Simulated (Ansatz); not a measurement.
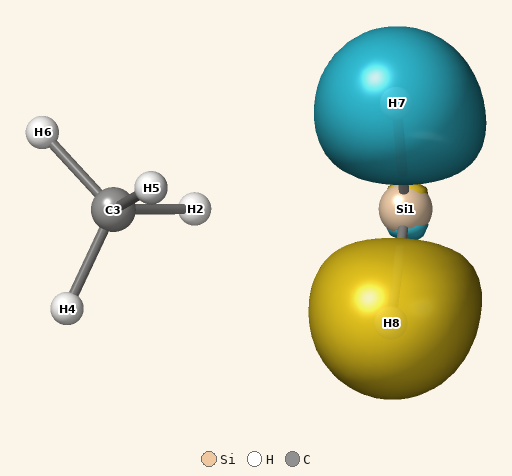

Figure. H₂Si···CH₄. The HOMO−1 at ±0.2 Å⁻³ᐟ² (yellow and cyan are the two phases), seen across its widest extent.

Computed with RKS B3LYP-D4/def2-SVP (Ansatz 0.2.0).

```xyz
8

Si   -0.8717    0.0238    0.2882
H     1.0848   -0.0710    1.1712
C     2.0713   -0.0338    0.6453
H     2.5090   -1.0399    0.6931
H     1.9676    0.2864   -0.3983
H     2.6851    0.6877    1.2016
H    -0.4917    1.1762   -0.6459
H    -0.4740   -1.0291   -0.7504
```

### Where does this orbital lie, and at what energy?

By Hirshfeld shares it lies mainly on Si1 (about 45 %), H8 (about 25 %) and H7 (about 25 %). Its energy is −8.69 eV.
